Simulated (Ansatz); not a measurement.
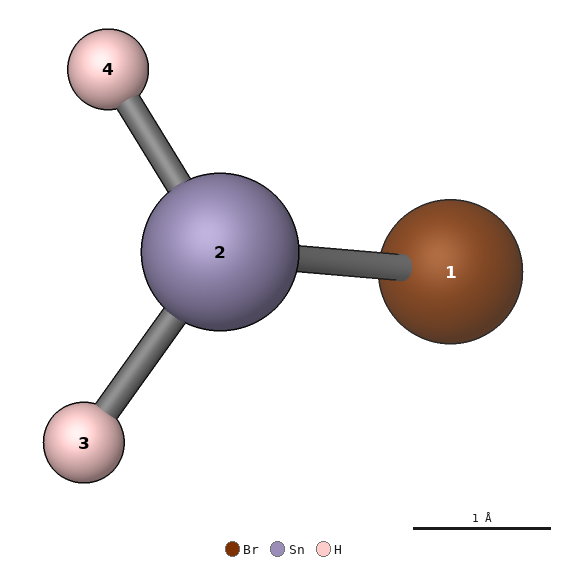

Source: calculation with Ansatz.

Numbered structure. State: neutral, doublet. Geometry: moved along internal coordinates away from the minimum.

> How are the neighbours of atom 2 arranged?

Sn2 has 3 neighbours (Br1 at 2.49, H3 at 1.72, H4 at 1.59 Å); the arrangement is trigonal pyramidal.
